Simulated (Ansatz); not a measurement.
## Ligand exchange: HCl + GeH2(CH3)(SH) → H2S + GeH2(CH3)Cl

Species: HCl (hydrogen chloride), singlet; GeH2(CH3)(SH), singlet; H2S (hydrogen sulfide) `S`, singlet; GeH2(CH3)Cl, singlet. The partners trade Cl for SH: H–Cl and Ge–SH bonds give way to H–SH and Ge–Cl.

Shapes, held fixed at every level: PBE0-D4/def2-TZVP. Flexible molecules stand in one conformer, not always the lowest. Programs: Ansatz 0.2.0. The zero-point and thermal change to 298 K, harmonic and unscaled (PBE0-D4/def2-TZVP), is +0.4 kJ/mol.

```tsv
level	kind	ΔH(298 K) (kJ/mol)	less CCSD(T)/def2-TZVPP
HF/def2-TZVPP	Hartree–Fock	-43.3	-13.3
wB97X-V/def2-TZVPP	range-separated hybrid	-34.0	-4.0
B2PLYP/def2-TZVPP	double hybrid	-33.7	-3.7
MP2/def2-SVP	perturbation theory	-31.7	-1.7
MP2/def2-TZVPP	perturbation theory	-29.5	+0.5
CCSD(T)/def2-SVP	coupled cluster or CI	-32.5	-2.5
CCSD/def2-TZVPP	coupled cluster or CI	-31.6	-1.6
CCSD(T)/def2-TZVPP	coupled cluster or CI	-30.0	0.0
```

The highest level, CCSD(T)/def2-TZVPP, gives ΔH(298 K) = -30.0 kJ/mol; the levels span -43.3 to -29.5. The column of differences is taken from that level and isn't an error. No measured value is set beside it here. Relativity is left out for Ge unless named. Correlated rows may include outer-core shells of Ge, which these sets cover unevenly.

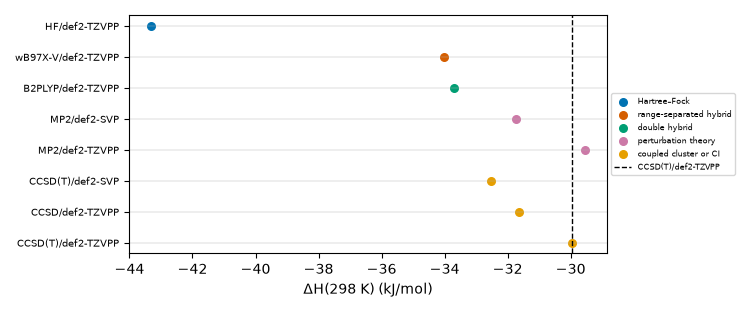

The values of the table, level by level.
